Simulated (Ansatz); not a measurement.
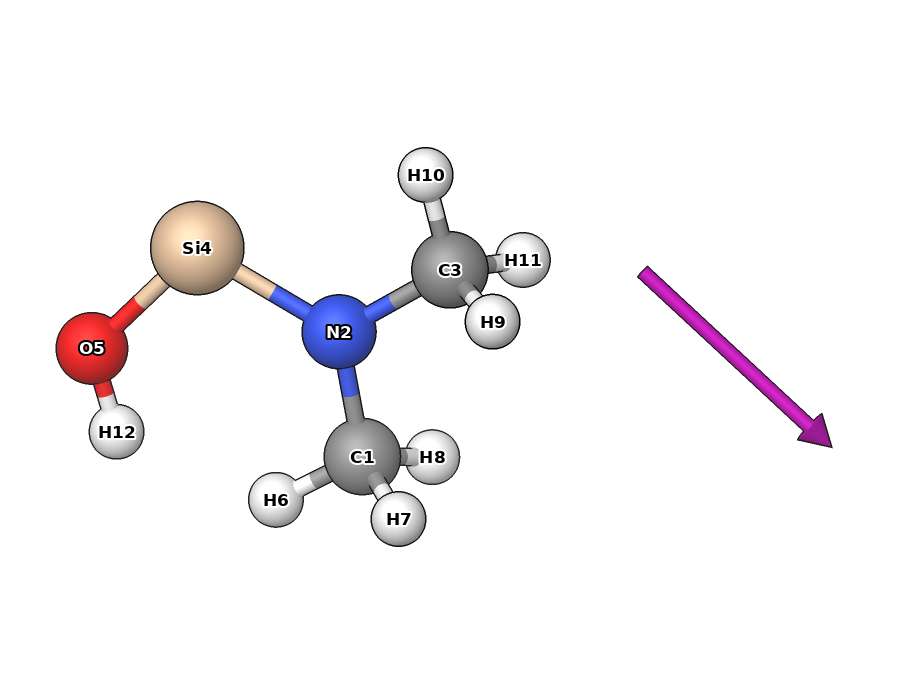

The arrow beside the molecule shows the direction of the dipole moment, from the negative to the positive end (its length means nothing). Computed geometry: PBE-D4/def2-SVP optimisation. No frequency run is at hand to confirm it as a minimum. Properties computed with RKS PBE-D4/def2-SVP (Ansatz 0.2.0).

Question: How large is the dipole moment?

Answer: 3.19 D; it points from the side of Si4, O5 to the side of H7, H8 (the outermost atoms at the two ends).
